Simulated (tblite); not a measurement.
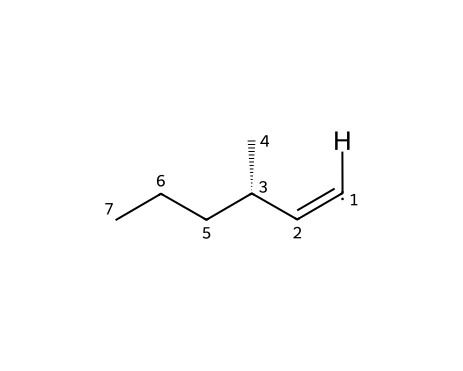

Skeletal drawing with numbered atoms; wedges and dashes mark any stereocentres. The configuration is that of a computed structure (GFN2-xTB).

Assign CIP descriptors.

C3: S; C1=C2: Z.

Give a SMILES with the stereochemistry.

[H]/[C]=C\[C@@H](C)CCC
